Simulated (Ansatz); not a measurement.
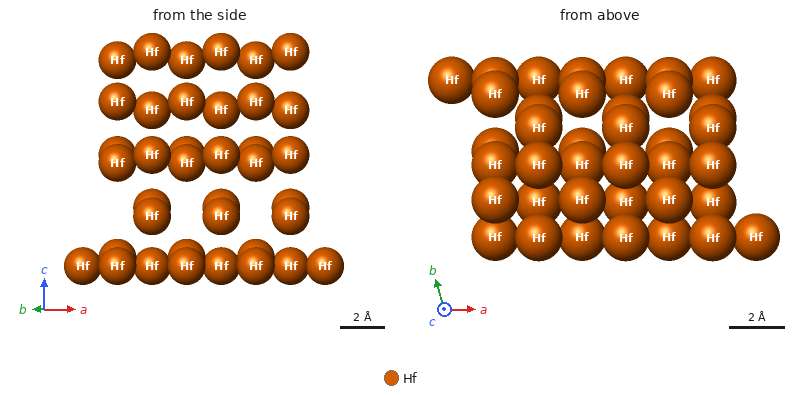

A spheres-only picture of a periodic slab, seen from the side and from above. The surface normal points up in side views; the vacuum is left out. 3×1 cells are drawn in the plane, with atoms at the edges repeated.

The cell holds 10 Hf. The slab was cut from bulk Hf (P6_3/mmc).

### How thick is it?

About 10 Å from the lowest to the highest atom.

### What facet is shown?

(1 0 1).

Method used: DFT PBE, scalar-relativistic, plane waves, PAW (Ansatz). It ran with a plane-wave cutoff of 420 eV, an 11×6×1 sampling of the Brillouin zone, Gaussian smearing of 0.1 eV, no spin polarisation.

### What is the work function on either side?

3.90 eV on both faces.

The structure comes from the standard structure of this element; a slab was cut from it. The atoms were relaxed in a fixed cell with Ansatz 0.2.0, DFT PBE, scalar-relativistic, plane waves, PAW.
